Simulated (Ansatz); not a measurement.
# Ca_Mg (site 2) in CaMg3Si4O12 (C2): charge-transition levels and formation energies

Charge states of Ca_Mg (site 2) in CaMg3Si4O12 (C2), set against the band edges. Model: a cell of 80 host atoms with 1 Mg taken out and 1 Ca put in.

Program: Ansatz 0.2.0. Level of theory: place-levels on PBEsol runs: charge-transition levels and formation energies with image-charge correction and potential alignment at the atomic sites. Results are calculated unless marked as measured.

## (1) The starting structure

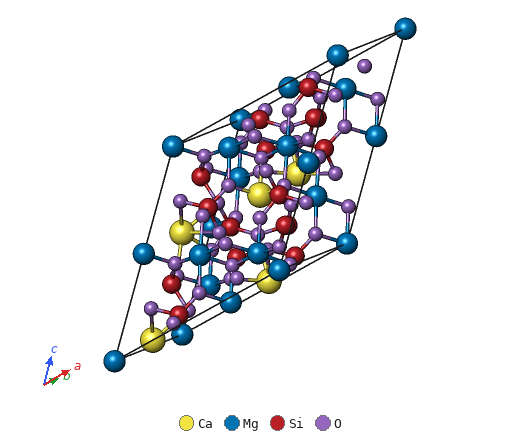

The cell as given, slightly off an axis (calcium yellow, magnesium blue, silicon red, oxygen purple). Bonds to atoms that aren't drawn are left out. Some periodic images of atoms are drawn too.

The cell holds 80 atoms: 5 Ca, 11 Mg, 16 Si and 48 O. Its edges and angles: a = 10.321 Å, b = 9.607 Å, c = 13.176 Å, α = 51.0°, β = 61.9°, γ = 82.7°. It derives from CaMg3Si4O12 (space group C2). Nearest the centre at fractional (0.372, 0.628, 0.372): Ca13 at 0.00 Å, O43 at 2.02 Å, O46 at 2.02 Å, O50 at 2.03 Å, O55 at 2.03 Å, O77 at 2.97 Å, O73 at 2.97 Å, O65 at 2.99 Å.

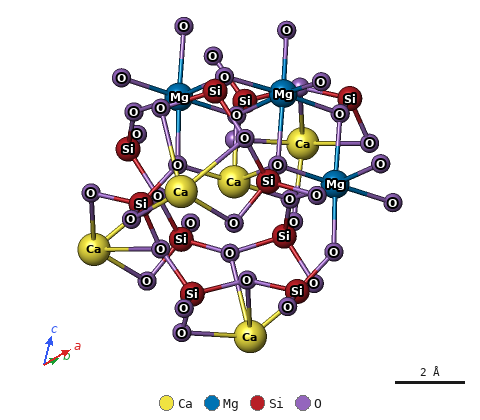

The atoms within 5 Å of the centre.

Known beforehand: the electronic dielectric constant, principal values (2.94, 2.96, 3.04), and the static one, principal values (7.02, 8.02, 8.51), from a response run on this crystal (DFPT, PBEsol) at that run's own cell.

The cell's shortest repeat is 9.6 Å.

## (2) Charge states

Levels follow from differences of total energies between charge states, each relaxed by itself.

Random displacements of about 0.05 Å break the site symmetry at the start, so that the relaxation can reach a distorted minimum if there is one. Forces are taken at one point at (¼, ¼, ¼). The cell holds 1 electron more than the neutral one, with a uniform background that keeps it neutral on the whole. The electron count is odd, so at least one spin is unpaired; this run locks the moment at 1 μB.

The sampling was tested on the host first: at the k-points planned (1x1x1 shifted 0.25 0.25 0.25) its energy lies 0.001 eV an atom from the dense-mesh value, under the bound of 0.02 eV set for this test; that bounds the host's error, not the defect's.

One of the inputs; charge, spin and start change from state to state.

qm1_M1.relax/input.yaml reads:

```yaml
crystal:
  lattice:
    - [-1.56522574, 8.88673613, 5.01060885]
    - [8.16220748, 0.0, 5.06687067]
    - [9.72743322, 8.88673613, 0.05626182]
  atoms:
    - { symbol: Ca, position: [0.40057932, 0.09942068, 0.40057932] }
    - { symbol: Ca, position: [0.40057932, 0.09942068, 0.90057932] }
[... 3 atom lines left out ...]
    - { symbol: Mg, position: [0.20434025, 0.29565975, 0.70434025] }
    - { symbol: Mg, position: [0.70434025, 0.79565975, 0.20434025] }
[... 4 atom lines left out ...]
    - { symbol: Mg, position: [0.54814516, 0.45185484, 0.54814516] }
    - { symbol: Ca, position: [0.37229638, 0.62770362, 0.37229638] }
[... 3 atom lines left out ...]
    - { symbol: Si, position: [0.14703778, 0.34875196, 0.44414835] }
[... 3 atom lines left out ...]
    - { symbol: Si, position: [0.44414835, 0.06006191, 0.14703778] }
[... 3 atom lines left out ...]
    - { symbol: Si, position: [0.10340743, 0.90791398, 0.30247224] }
[... 1 atom line left out ...]
    - { symbol: Si, position: [0.60340743, 0.40791398, 0.30247224] }
[... 1 atom line left out ...]
    - { symbol: Si, position: [0.30247224, 0.68620635, 0.10340743] }
    - { symbol: Si, position: [0.30247224, 0.68620635, 0.60340743] }
[... 12 atom lines left out ...]
    - { symbol: O, position: [0.56554872, 0.54019463, 0.3446763] }
[... 2 atom lines left out ...]
    - { symbol: O, position: [0.3446763, 0.54958035, 0.56554872] }
[... 3 atom lines left out ...]
    - { symbol: O, position: [0.23958827, 0.37304052, 0.50408905] }
[... 4 atom lines left out ...]
    - { symbol: O, position: [0.50408905, 0.88328216, 0.23958827] }
[... 3 atom lines left out ...]
    - { symbol: O, position: [0.51344268, 0.40595329, 0.23249688] }
[... 2 atom lines left out ...]
    - { symbol: O, position: [0.23249688, 0.84810715, 0.51344268] }
[... 2 atom lines left out ...]
    - { symbol: O, position: [0.45978569, 0.79368823, 0.05974129] }
[... 3 atom lines left out ...]
    - { symbol: O, position: [0.05974129, 0.68678478, 0.45978569] }
[... 3 atom lines left out ...]
    - { symbol: O, position: [0.28693546, 0.96796815, 0.1809872] }
[... 3 atom lines left out ...]
    - { symbol: O, position: [0.1809872, 0.56410919, 0.28693546] }
[... 2 atom lines left out ...]
    - { symbol: O, position: [0.6809872, 0.06410919, 0.78693546] }
  host:
    repeats: [1, 1, 1]
    atoms:
      - { symbol: Ca, position: [0.40057932, 0.09942068, 0.40057932] }
      - { symbol: Ca, position: [0.40057932, 0.09942068, 0.90057932] }
      # ... 78 more atoms of the perfect host
total_charge: -1
basis:
  ecutwfc: 420
  xc_grid: 2
hamiltonian:
  xc: pbesol
kpoints:
  mp_grid: { grid: [1, 1, 1], shift: [0.25, 0.25, 0.25] }
magnetization:
  spin_polarized: true
  initial_magnetization: 1
  spin_locking: { lock_magnetization: hard }
scf:
  occupations: { method: fixed }
  max_iter: 80
output:
  forces: true
  charged_corrections:
    epsilon: [[2.95, 0.0, 0.03], [0.0, 2.96, 0.0], [0.03, 0.0, 3.03]]
    static_epsilon: [[8.32, 0.0, -0.49], [0.0, 8.02, 0.0], [-0.49, 0.0, 7.21]]
    defect_position: [0.372296, 0.627704, 0.372296]
relax:
  f_tol: 0.02
  max_steps: 80
  random_displacement: { amplitude: 0.05, seed: 3185 }
checkpoint:
  write: "../qm1_M1.relax.run"
  compress: false
  write_wavefunctions: true
  write_every: 100000
```

Run with:

```console
$ ansatz run input.yaml --threads 4 --pin off --max-ram 7536MiB --backend cpu --events-out ev --progress --plain --runs-dir out
```

The relaxed structure is kept and the sampling changed to a 2×2×2 shifted mesh.

The run of this state that the levels use, under PBEsol:

qm1_M1.point/input.yaml reads:

```yaml
crystal:
  checkpoint: "../qm1_M1.relax.run"
  host: checkpoint
total_charge: -1
basis:
  ecutwfc: 420
  xc_grid: 2
hamiltonian:
  xc: pbesol
kpoints:
  mp_grid: { grid: [2, 2, 2], shift: [0.5, 0.5, 0.5] }
magnetization:
  spin_polarized: true
  initial_magnetization: 1
  spin_locking: { lock_magnetization: hard }
scf:
  occupations: { method: fermi_dirac, width: 0.01 }
  max_iter: 80
output:
  forces: true
  eigenvalues: true
  charged_corrections:
    epsilon: [[2.95, 0.0, 0.03], [0.0, 2.96, 0.0], [0.03, 0.0, 3.03]]
    static_epsilon: [[8.32, 0.0, -0.49], [0.0, 8.02, 0.0], [-0.49, 0.0, 7.21]]
    defect_position: [0.372296, 0.627704, 0.372296]
  eigenstates: { localisation: true }
  populations: true
  efg: {}
  band_densities: [{ bands: [v1, v1] }, { bands: [c1, c1] }]
  write_density: true
  write_potential: true
  volumetric_format: npy
  elf: true
checkpoint:
  read: "../qm1_M1.relax.run"
  write: "../qm1_M1.point.run"
  compress: false
  write_wavefunctions: false
  write_every: 100000
```

Relaxations under PBEsol at one point at (¼, ¼, ¼); times on 4 threads of Arm Neoverse V1, shared host:

```
charge  moment (μB)  occupations    outcome  steps  largest displacement against the far atoms (Å)     time
    −1            1        fixed  converged      6                                            0.40  2.9 min
     0            0        fixed  converged      6                                            0.39     85 s
    +1            1        fixed  converged      7                                            0.40  5.7 min
```

Single points under PBEsol at a 2×2×2 shifted mesh; times on 4 threads of Arm Neoverse V1, shared host:

```
charge  moment (μB)  occupations    outcome     time
    −1            1  fermi-dirac  converged  4.5 min
     0            0  fermi-dirac  converged  1.7 min
    +1            1  fermi-dirac  converged  5.5 min
```

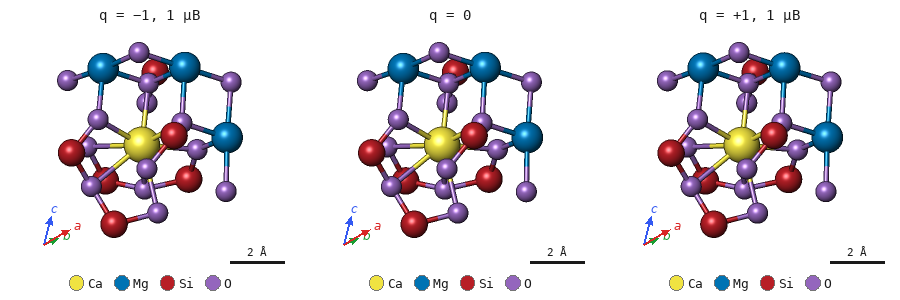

The structures near the centre after relaxation with PBEsol, by charge.

Distances (Å) from Ca13 to the nearest atoms after relaxation with PBEsol:

```
charge  moment (μB)      1.      2.      3.      4.      5.      6.
    −1            1  O 2.31  O 2.31  O 2.33  O 2.33  O 2.53  O 2.53
     0            0  O 2.31  O 2.31  O 2.33  O 2.33  O 2.53  O 2.53
    +1            1  O 2.33  O 2.33  O 2.33  O 2.33  O 2.52  O 2.53
```

## (3) Placing the levels, PBEsol

A charged cell interacts with its images and the background, and its potential has another zero than the host's. place-levels removes the first by a point-charge model, screened by the static dielectric constant since the ions have relaxed around the charge, and the second by comparing potentials at atoms far from the defect.

The host is a run of the defect-free crystal in the same cutoffs, grids and k-points, so that basis and sampling errors cancel in part in the differences. Its band edges come from a run of the primitive cell that searches the zone for them. The host is run in a cell of 40 atoms on a matching mesh. Chemical potentials are energies per atom of Mg (hcp) and Ca (fcc), run with the same functional and cutoff.

levels.point.yaml reads:

```yaml
host:
  run: host.point.run
  levels_from: { run: edges.point.run }
states: [qm1_M1.point.run, q0.point.run, qp1_M1.point.run]
geometry_from:
  qm1_M1.point.run: qm1_M1.relax.run
  q0.point.run: q0.relax.run
  qp1_M1.point.run: qp1_M1.relax.run
  host.point.run: host.relax.run
chemical_potentials:
  Mg:
    energy: -1912.053531
    dataset: "<sha256 of the dataset>"
  Ca:
    energy: -1793.730512
    dataset: <sha256 of the dataset>
epsilon:
  - [2.95, 0.0, 0.03]
  - [0.0, 2.96, 0.0]
  - [0.03, 0.0, 3.03]
static_epsilon:
  - [8.32, 0.0, -0.49]
  - [0.0, 8.02, 0.0]
  - [-0.49, 0.0, 7.21]
vertical:
  - { from: qm1_M1.point.run, to: qm1_M1.point_neutral.run }
  - { from: qp1_M1.point.run, to: qp1_M1.point_neutral.run }
```

Run with:

```console
$ ansatz place-levels levels.point.yaml -- --threads 4 --pin off --max-ram 7536MiB
```

Numbers of over 12 decimals in the logs are rounded to 6 here.

What it wrote:

```text
[... repeated set-up lines and file paths are left out, and long positions are rounded to six places ...]
(+1/0) 0.000 eV above the valence edge (-0.198 eV without the band-filling correction), 4.794 eV under the conduction edge
(0/-1) 4.848 eV above the valence edge (+5.635 eV without the band-filling correction), in the conduction band
formation energy of charge +1: -1.514 eV with the Fermi level at the valence edge
formation energy of charge 0: -1.514 eV with the Fermi level at the valence edge
formation energy of charge -1: +3.334 eV with the Fermi level at the valence edge
vertical -1 to 0: no energy, since no alignment is typed
  the change from vertical[0].from (qm1_M1.point.run) to vertical[0].to (qm1_M1.point_neutral.run): by its potential at epsilon [[2.95, 0, 0.03], [0, 2.96, 0], [0.03, 0, 3.03]] it stands at 0.838 0.190 0.838, with an rms radius of about 4.8 Å (2.9 2.6 2.7 Å [...]
vertical +1 to 0: no energy, since no alignment is typed
  the change from vertical[1].from (qp1_M1.point.run) to vertical[1].to (qp1_M1.point_neutral.run): by its potential at epsilon [[2.95, 0, 0.03], [0, 2.96, 0], [0.03, 0, 3.03]] it stands at 0.538 0.300 0.525, with an rms radius of about 5.4 Å (3.4 2.5 3.4 Å [...]
  edges by pbesol of host.levels_from (edges.point.run), its mesh sampled to repeats of 31.50 Å (the valence edge +0.015 eV and the conduction edge -0.376 eV from those of the host's own run), gap 4.794 eV; the host is sampled to repeats of 20.64 Å
  the defect's cells are sampled to repeats of 20.64 Å, like sampling
  charge +1: -66984.1127 eV with its correction of +0.287 eV, at epsilon [[8.32, 0, -0.49], [0, 8.02, 0], [-0.49, 0, 7.21]], aligned at sites: +0.0092 eV, mean over 34 atomic sites at or beyond 4.80 Å from the defect at [0.3723, 0.6277, 0.3723], with [...]
  states[2] (qp1_M1.point.run): levels filled in part (TS 0.005 eV): its energy is of no whole electron's
  charge 0: +0.000 eV for its dipole among its images, +0.000 omitted
  charge -1: -66967.3179 eV with its correction of +0.052 eV, at epsilon [[8.32, 0, -0.49], [0, 8.02, 0], [-0.49, 0, 7.21]], aligned at sites: +0.2253 eV, mean over 34 atomic sites at or beyond 4.80 Å from the defect at [0.3723, 0.6277, 0.3723], with [...]
  of states[2] (qp1_M1.point.run): it parts from the run at its places by a charge that spreads by about 3.4 Å along one vector (1.5 Å or more is wide), by its potential at epsilon [[2.95, 0, 0.03], [0, 2.96, 0], [0.03, 0, 3.03]], taken for that of held ions [...]
  of states[1] (q0.point.run): its displacements don't fall off away from the defect: farther atoms stand 0.029 Å off the host's places. [...]
  of states[0] (qm1_M1.point.run): it parts from the run at its places by a charge that spreads by about 2.6 Å along one vector (1.3 Å or more is wide), by its potential at epsilon [[2.95, 0, 0.03], [0, 2.96, 0], [0.03, 0, 3.03]], taken for that of held ions [...]
  of vertical[0].from (qm1_M1.point.run): its displacements don't fall off away from the defect: farther atoms stand 0.028 Å off the host's places. [...]
  of vertical[0].to (qm1_M1.point_neutral.run): its displacements don't fall off away from the defect: farther atoms stand 0.028 Å off the host's places. [...]
  vertical[1].from (qp1_M1.point.run): levels filled in part (TS 0.005 eV): its energy is of no whole electron's
  of vertical[1].from (qp1_M1.point.run): its displacements don't fall off away from the defect: farther atoms stand 0.029 Å off the host's places. [...]
  of vertical[1].to (qp1_M1.point_neutral.run): its displacements don't fall off away from the defect: farther atoms stand 0.029 Å off the host's places. [...]
```

It took 0.43 s on 4 threads of Arm Neoverse V1, shared host.

Levels between the charges placed, in eV above the valence top:

```
        gap (eV)  (+1/0)  (0/−1)
PBEsol      4.79    0.00    4.85
```

Corrections by state:

```
charge  moment (μB)  image terms and alignment (eV)  band filling (eV)                               ε used  over the lowest of its charge, as the program ranks them, band filling apart (eV)
    +1          1.0                           0.287             -0.198  principal values (7.02, 8.02, 8.51)                                                                              0.000
     0          0.0                           0.000                  -                                    -                                                                              0.000
    −1          1.0                           0.052             -0.787  principal values (7.02, 8.02, 8.51)                                                                              0.000
```

The charged structures listed were also run neutral, and place-levels reads from each pair, by the potential or the spins, how wide the charge is by which they differ; that can be the carrier of either run.

```
charge  rms radius (Å)  spread where it is widest against the cell (Å)  wide from (Å)  reading
    +1             5.4                                            3.40           1.53     wide
    −1             4.8                                            2.62           1.25     wide
```

The neutral runs of these pairs need not share the spin of the lowest neutral state, and very wide values only mean spread over the cell.

From the program's caveats on the states, each cut to its opening words:

- charge +1 (1 μB): it parts from the run at its places by a charge that spreads by about 3.4 Å along one vector (1.5 Å or more is wide), by its potential at epsilon [[2.95, 0, [...]
- charge +1 (1 μB): a band-filling correction moves a carrier to the host's band edge, which changes its energy by -0.198 eV
- charge +1 (1 μB), 0: its displacements don't fall off away from the defect: farther atoms stand 0.029 Å off the host's places
- charge −1 (1 μB): it parts from the run at its places by a charge that spreads by about 2.6 Å along one vector (1.3 Å or more is wide), by its potential at epsilon [[2.95, 0, [...]
- charge −1 (1 μB): a band-filling correction moves a carrier to the host's band edge, which changes its energy by -0.787 eV
- charge −1 (1 μB): its alignment with the host at atomic sites is doubtful: the mean over the far sites moves by -0.0549 eV from their farther parts to their nearer, more than [...]
- charge −1 (1 μB): its displacements don't fall off away from the defect: farther atoms stand 0.028 Å off the host's places
- charge −1 (1 μB): its moments are held at its close (magnetization.spin_locking), by a field of 0.197 eV a Bohr magneton, and its energy and levels are of the state that this [...]

Formation energies (eV), elemental references (Δμ(Mg) = 0.00 eV, Δμ(Ca) = 0.00 eV):

```
charge  Fermi level at the valence top  at the conduction bottom
    +1                           -1.51                      3.28
     0                           -1.51                     -1.51
    −1                            3.33                     -1.46
```

The charge transition levels (eV, zero at the valence-band top of the host):

```
        conduction bottom  valence top
Ca_Mg2               4.79         0.00
```

```
         level  energy (eV)
Ca_Mg2  (+1/0)         0.00
Ca_Mg2  (0/−1)         4.85
```

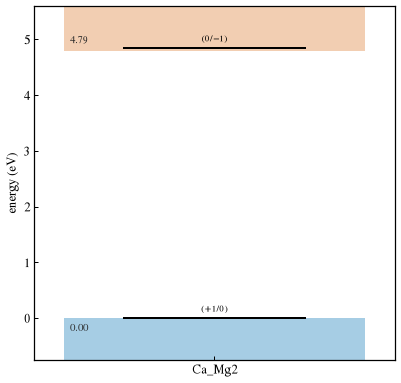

Charge transition levels. Shaded: valence and conduction bands.

## (4) Effect of the sampling

The relaxations' own energies give the levels at their sampling, for comparison.

levels.relax_mesh.yaml reads:

```yaml
host:
  run: host.relax.run
  levels_from: { run: edges.relax.run }
states: [qm1_M1.relax.run, q0.relax.run, qp1_M1.relax.run]
chemical_potentials:
  Mg:
    energy: -1912.053531
    dataset: "<sha256 of the dataset>"
  Ca:
    energy: -1793.730512
    dataset: <sha256 of the dataset>
```

Run with:

```console
$ ansatz place-levels levels.relax_mesh.yaml -- --threads 4 --pin off --max-ram 7536MiB
```

What it wrote:

```text
[...]
formation energy of charge +1: -1.519 eV with the Fermi level at the valence edge
formation energy of charge 0: -1.519 eV with the Fermi level at the valence edge
formation energy of charge -1: +3.330 eV with the Fermi level at the valence edge
  edges by pbesol of host.levels_from (edges.relax.run), its mesh sampled to repeats of 31.50 Å (the valence edge +0.022 eV and the conduction edge -0.376 eV from those of the host's own run), gap 4.794 eV; the host is sampled to repeats of 10.32 Å
[... the lines on each state left out ...]
```

Wall time 0.16 s (4 threads).

Levels between neighbouring charges, in eV above the valence top:

```
                        gap (eV)  (+1/0)  (0/−1)
one point at (¼, ¼, ¼)      4.79    0.00    4.85
  a 2×2×2 shifted mesh      4.79    0.00    4.85
```

Going from one point at (¼, ¼, ¼) to a 2×2×2 shifted mesh moves formation energies against the elements by up to 0.01 eV; band-filling terms, which differ between samplings, are in these energies.

## (5) Results

```yaml
gap_of_the_host: 4.79 eV (PBEsol)
level_plus_1_over_0: 0.00 eV above the valence top (-0.20 eV above the valence top without the band-filling term)
level_0_minus_1: 4.85 eV above the valence top, past the conduction bottom (5.64 eV above the valence top without the band-filling term)
lowest_of_the_charges_placed_just_above_the_valence_top_0p02_ev: 0
lowest_of_the_charges_placed_just_below_the_conduction_bottom_0p02_ev: 0
lowest_formation_energy_at_mid_gap_of_the_charges_run_elemental_references: -1.51 eV
```

What this shows: Of the charges placed (−1, 0 and +1), 0 is the lowest from 0.02 eV above the valence top to 0.02 eV below the conduction bottom, a gap of 4.79 eV. States placed: +1 at 1 μB; 0 at 0 μB; −1 at 1 μB. Other spin states or structures, where not listed, weren't placed. The program finds carriers beyond a band edge of the host and adds a band-filling term at charge −1 (-0.79 eV) and +1 (-0.20 eV); steps to such a charge show no bound level, and a defect level inside a band would be read the same way. The lowest formation energy (elemental references) is negative across the gap, so the defect would form by itself: these chemical potentials lie beyond what competing compounds allow, or the host is unstable against it. Going from one point at (¼, ¼, ¼) to a 2×2×2 shifted mesh moves formation energies against the elements by up to 0.01 eV; band-filling terms, which differ between samplings, are in these energies. The program doubts the alignment of potentials for at least one state, a sign that the cell is small. What this leaves open: PBEsol makes the gap too small and tends to spread out bound carriers; where a gas molecule sets a chemical potential or the host's formation energy, its binding is uncorrected.

[Logs are printed without paths, hosts, clocks, repeated set-up lines and the standing remarks that a program may print on its own settings, such as how far it seeks lower states.]

[Hosts, paths, dates, database ids (printed as entryN), source tags and the programs' standing remarks are cut or masked in the printed files.]

[Where a table of states has a column of steps, it counts the stored structures, which are thinned; the runs took as many ionic steps or more.]

[A defect's name tells the site on which it was built; relaxed atoms can leave that site.]

[For some hosts the program warned that the k-mesh of the response run may be too coarse for force constants and the static dielectric constant; such warnings are not shown here.]
